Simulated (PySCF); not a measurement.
Molecule: C2H3BrCl2Ge, SMILES C=[CH][Ge]([Cl])([Cl])[Br]. Atoms near the plane z = 0.0 Å, at the CAM-B3LYP/def2-SVP optimised geometry (x, y, z in Å): Ge3 (-0.8, -1.0, 0.0), Cl4 (-1.5, 1.0, 0.0), Br6 (1.5, -1.0, 0.0).

Computed with PySCF 2.14.0 with CAM-B3LYP/def2-TZVP. Cells within 0.4 Å of a nucleus heavier than hydrogen are left out (blank, or x). The values are rescaled to run from 0 to 1.

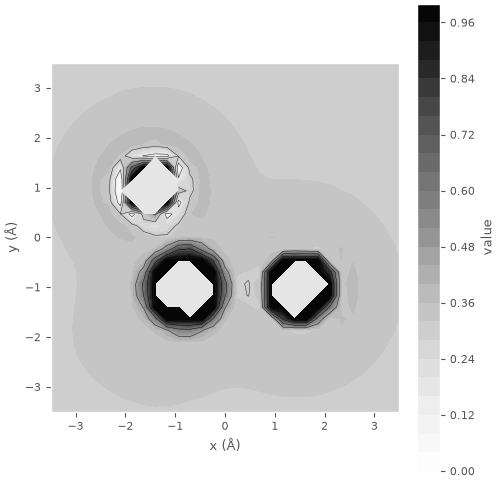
Figure. a field on the plane z = 0.0 Å.

Task: Which quantity is mapped?
A) Laplacian of the electron density
B) log10 of the electron density
C) deformation density (molecule minus spherical neutral atoms)
D) electron localisation function

Result: A, Laplacian of the electron density. In full: Laplacian of the electron density (e/bohr⁵), clipped to [-1.50, 1.50].
